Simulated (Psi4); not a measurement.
# CH6O3Sn (SMILES C[Sn](O)(O)O): revPBE/def2-SVP (core potential)

What is the vertical singlet–triplet gap of CH6O3Sn at revPBE/def2-SVP (core potential)? 

The calculation is run with Psi4 1.11.

1 further run of the same task is left out (set aside as unsound or not needed). Runs told in other sessions of the task aren't counted.

## 1. The structure to begin with

The species is CH6O3Sn (11 atoms), meant as a singlet with charge 0. SMILES: `C[Sn](O)(O)O`. Geometry: relaxed at PBE0-D4/def2-TZVP. This is one conformer, not always the lowest.

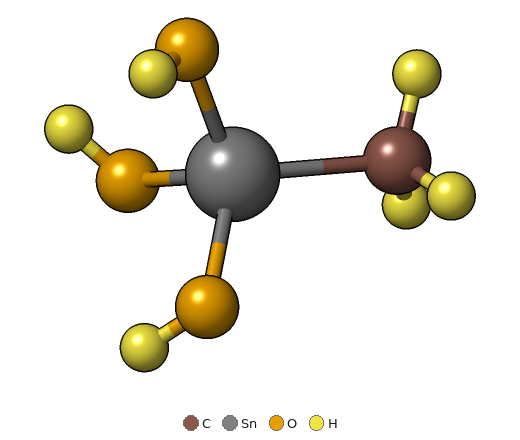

Viewed from a chosen angle; carbon brown, tin grey, oxygen amber, hydrogen yellow.

## 2. Energy and forces at revPBE/def2-SVP (core potential)

Input file ch6o3sn.in:

```
memory 2.2 GB

molecule system {
  C     -1.634780     0.821450     0.161210
  Sn     0.242220    -0.121540    -0.023890
  O      0.658370    -1.274060     1.505120
  O      1.718000     1.160190    -0.160160
  O      0.358560    -1.259930    -1.614460
  H     -1.512400     1.751180     0.714920
  H     -2.026840     1.031120    -0.832930
  H     -2.314250     0.158830     0.695300
  H      1.532360    -1.093390     1.861260
  H      2.293460     0.964390    -0.904370
  H      0.685300    -2.138250    -1.402000
  symmetry c1
  no_reorient
  no_com
}

set puream true
set e_convergence 1e-09
set d_convergence 1e-08
set scf_type pk
set dft_radial_points 99
set dft_spherical_points 590

energy_value, wavefunction = gradient('revpbe/def2-SVP', return_wfn=True)
```

The run is started by

```bash
psi4 -i ch6o3sn.in -o ch6o3sn.out -n 1
```

ch6o3sn.out:

```text
[...]
    !!!  WARNING: ECP capability is in beta. Please check occupations closely.  !!!
[...]
  Running in c1 symmetry.
[...]
  Nuclear repulsion =  302.222051701947294
[...]
  Multiplicity = 1
[...]
  Nalpha       = 29
  Nbeta        = 29
[...]
    Number of basis functions: 112
[...]
   @RKS iter   1:  -480.68912504574740   -1.10924e+00   1.22137e-02 DIIS/ADIIS
[...]
   @RKS iter  13:  -481.47134308572458   -9.66338e-13   1.96989e-09 DIIS
[...]
    Orbital Energies [Eh]
    ---------------------
    Doubly Occupied:
       1A    -18.750346     2A    -18.750319     3A    -18.750315
       4A     -9.923079     5A     -4.904294     6A     -3.286561
       7A     -3.286561     8A     -3.283481     9A     -0.969352
      10A     -0.969350    11A     -0.954064    12A     -0.948250
      13A     -0.948249    14A     -0.869068    15A     -0.836814
      16A     -0.836811    17A     -0.634875    18A     -0.470584
      19A     -0.411413    20A     -0.411400    21A     -0.372620
      22A     -0.372614    23A     -0.325582    24A     -0.301784
      25A     -0.272379    26A     -0.272359    27A     -0.237593
      28A     -0.237585    29A     -0.233230
[...]
  @RKS Final Energy:  -481.47134308572458
   => Energetics <=
    Nuclear Repulsion Energy =            302.2220517019472936
    One-Electron Energy =               -1344.9915143364924006
    Two-Electron Energy =                 612.8641600170508354
    DFT Exchange-Correlation Energy =     -51.5660404682303408
    Empirical Dispersion Energy =           0.0000000000000000
    VV10 Nonlocal Energy =                  0.0000000000000000
    Total Energy =                       -481.4713430857245839
[...]
 Multipole Moments:
 ------------------------------------------------------------------------------------
     Multipole            Electronic (a.u.)      Nuclear  (a.u.)        Total (a.u.)
 ------------------------------------------------------------------------------------
 L = 1.  Multiply by 2.5417464519 to convert [e a0] to [Debye]
 Dipole X            :        -30.3662701           30.3437670           -0.0225031
 Dipole Y            :         15.2452649          -15.2344051            0.0108598
 Dipole Z            :          2.9917152           -2.9898113            0.0019040
 Magnitude           :                                                    0.0250589
[...]
  -Total Gradient:
     Atom            X                  Y                   Z
    ------   -----------------  -----------------  -----------------
       1        0.001054403647    -0.000523745003    -0.000099598424
       2        0.010854537335    -0.005447384986    -0.001074139018
       3        0.009747667705     0.018153099431    -0.014631891324
       4       -0.009532022913    -0.020875816720    -0.010700087054
       5        0.004596553086     0.000283591609     0.024859661286
       6       -0.001186417303    -0.009897308247    -0.005787531919
       7        0.004279676193    -0.002204175538     0.010466415116
       8        0.007254219443     0.006894616844    -0.005701253391
       9       -0.013726895069    -0.003628928039    -0.004831329125
      10       -0.008302315845     0.003862259581     0.011879966252
      11       -0.005100940002     0.013406980834    -0.004362793545
[...]
```

Wall time 28 s (1 thread of Intel Xeon 6975P-C (Granite Rapids), shared host); peak memory 0.87 GiB.

## 3. The triplet at the same level

Changes to ch6o3sn.in since step 2:

```diff
@@ -1,4 +1,5 @@
-memory 2.2 GB
+memory 2200 mb
 
-molecule system {
+molecule mol {
+  0 3
   C     -1.634780     0.821450     0.161210
@@ -19,2 +20,4 @@
 
+set basis def2-SVP
+set reference uks
 set puream true
@@ -25,3 +28,5 @@
 set dft_spherical_points 590
+set maxiter 100
 
-energy_value, wavefunction = gradient('revpbe/def2-SVP', return_wfn=True)
+e, wfn = gradient("revpbe", return_wfn=True)
+oeprop(wfn, "MAYER_INDICES", "MULLIKEN_CHARGES", "QUADRUPOLE")
```

The run is started by

```bash
psi4 -i ch6o3sn.in -o ch6o3sn.out -n 1
```

ch6o3sn.out, shortened:

```text
[...]
    !!!  WARNING: ECP capability is in beta. Please check occupations closely.  !!!
[...]
  Running in c1 symmetry.
[...]
  Nuclear repulsion =  302.222051701947294
[...]
  Multiplicity = 3
[...]
  Nalpha       = 30
  Nbeta        = 28
[...]
    Number of basis functions: 112
[...]
   @UKS iter   1:  -480.49810174794129   -9.18212e-01   1.16463e-02 ADIIS/DIIS
[...]
   @UKS iter  21:  -481.28757651862725   -1.09708e-11   4.99298e-09 DIIS
[...]
   @S^2 Observed:                2.003519324E+00
[...]
  @UKS Final Energy:  -481.28757651862725
   => Energetics <=
    Nuclear Repulsion Energy =            302.2220517019472936
    One-Electron Energy =               -1344.5080068573115568
    Two-Electron Energy =                 612.5174996134310277
    DFT Exchange-Correlation Energy =     -51.5191209766940119
    Empirical Dispersion Energy =           0.0000000000000000
    VV10 Nonlocal Energy =                  0.0000000000000000
    Total Energy =                       -481.2875765186272474
  UHF NO Occupations:
  HONO-2 :   28  A 1.9994796
  HONO-1 :   29  A 1.0000000
[...]
  -Total Gradient:
     Atom            X                  Y                   Z
    ------   -----------------  -----------------  -----------------
       1        0.045606610888    -0.022903039831    -0.004499170886
       2        0.004844002095    -0.002431361580    -0.000473864307
       3        0.014447773237     0.042122616847    -0.043665356585
       4       -0.030300013017    -0.052203191812    -0.015963672948
       5        0.009969847527     0.012999808131     0.060202881786
       6       -0.004793768009    -0.011119450500    -0.007290287653
       7        0.002211062639    -0.001326831496     0.013890373961
       8        0.006166282949     0.010637828749    -0.006955502150
       9       -0.023729722983    -0.004664977507    -0.011004801269
      10       -0.016158502320     0.004157572599     0.020685833598
      11       -0.008327810092     0.024755155773    -0.004910996897
[...]
```

It took 49 s on 1 thread of Intel Xeon 6975P-C (Granite Rapids), shared host; peak memory 0.88 GiB.

## 4. Outcome

At revPBE/def2-SVP (core potential):

```
                                        quantity          value
                           singlet: total energy  -481.47134 Eh
                          singlet: dipole moment         0.06 D
                            singlet: HOMO energy       -6.35 eV
                            singlet: LUMO energy       -1.22 eV
                          singlet: HOMO–LUMO gap        5.13 eV
               singlet: largest force on an atom     1.302 eV/Å
                           triplet: total energy  -481.28758 Eh
                          triplet: dipole moment         0.23 D
     triplet: HOMO energy (highest over α and β)       -1.65 eV
                                   triplet: ⟨S²⟩          2.004
               triplet: largest force on an atom     3.211 eV/Å
vertical energy of the triplet above the singlet       5.001 eV
```

At this shape the triplet lies 5.00 eV (482 kJ/mol) above the singlet. The largest force (singlet) is 1.30 eV/Å: the shape isn't a stationary point for this species at this level. With no_com the log's rotational constants are taken about the origin, not the centre of mass, so they aren't the molecule's.
